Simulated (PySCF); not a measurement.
System: C₅H₃FNS (SMILES N#CC1=C(F)[CH]CS1) (doublet).

```
atom    x (Å)    y (Å)    z (Å)
   N   3.5827  -0.3825  -0.4628
   C   2.4383  -0.3282  -0.3349
   C   1.0677  -0.2577  -0.1805
   C   0.3161   0.8724   0.2232
   F   0.9293   2.0257   0.5011
   C  -1.0231   0.7066   0.3044
   C  -1.4790  -0.6573  -0.0516
   S   0.0230  -1.6155  -0.4778
   H  -1.7175   1.4718   0.5950
   H  -1.9844  -1.1648   0.7741
   H  -2.1476  -0.6679  -0.9162
```

Geometry: GFN2-xTB.

Computed with UKS B3LYP, pcH-1 on C F H N S, non-relativistic, mean-field spin-orbit, GIAO (PySCF).

Question: What will maps of the electron density, electron localisation function and spin density show?

Answer: C–N (1.15 Å): ρ is about 3.6 e/Å³ halfway; the ELF peaks at about 0.85 between the atoms: a short, multiple covalent bond.
C–F (1.34 Å): ρ is about 2.3 e/Å³ halfway; the ELF peaks at about 0.85 between the atoms, as expected for a shared but strongly polarised pair.
C–C (1.35 Å): ρ at the midpoint is about 2.3 e/Å³; the ELF peaks at about 0.95 between the atoms: localised, covalent bonding.
C–S (1.74 Å): ρ is about 1.4 e/Å³ halfway; the ELF peaks at about 0.90 between the atoms: a shared electron pair.
The unpaired spin (1 electron) lies mostly on C3 (about 0.3), C6 (about 0.2), S8 (about 0.2) and N1 (about 0.2), in electrons by Hirshfeld's partition.

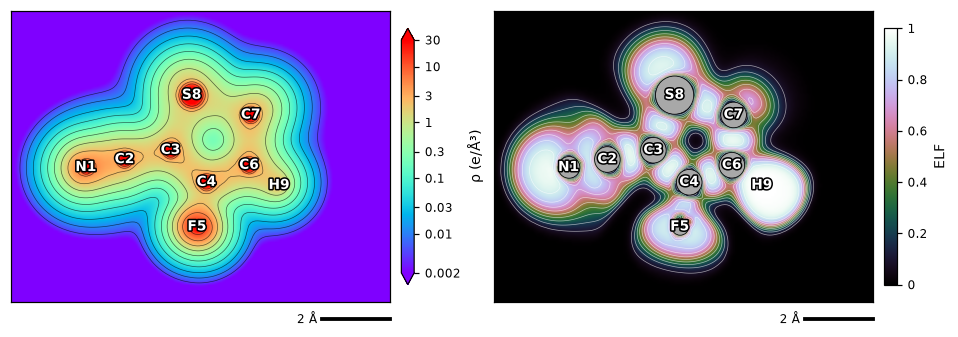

Computed electron density and electron localisation function on the plane of atoms C4, C6 and H9, in this order. Grey discs cover the atomic cores in the ELF map. 
